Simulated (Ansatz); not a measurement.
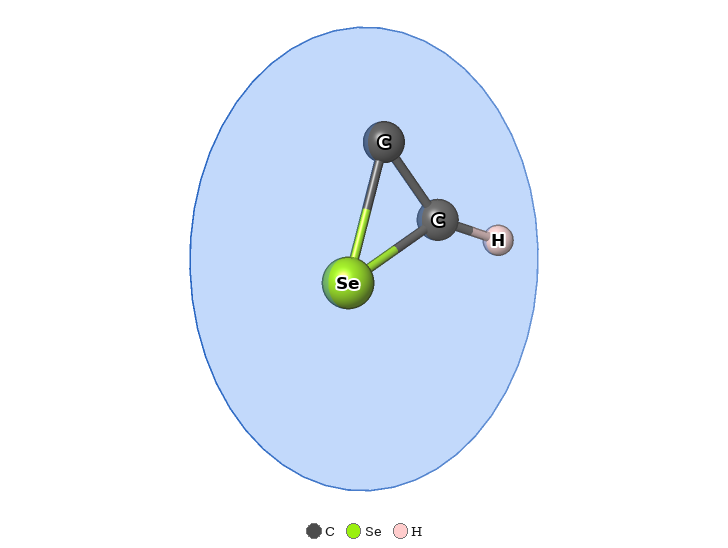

All proper rotation axes (lines) and mirror planes (discs) of the structure are drawn in. Atoms fade into the background with distance from the viewer. The species has charge +1 and is a spin singlet. Computed geometry: PBE-D4/def2-SVP optimisation. No frequency run is at hand to confirm it as a minimum.

**Name the symmetry elements and the point group.**

It has 1 mirror plane. Point group Cs. The group has 2 operations. The geometry is achiral, and symmetry allows a dipole moment.
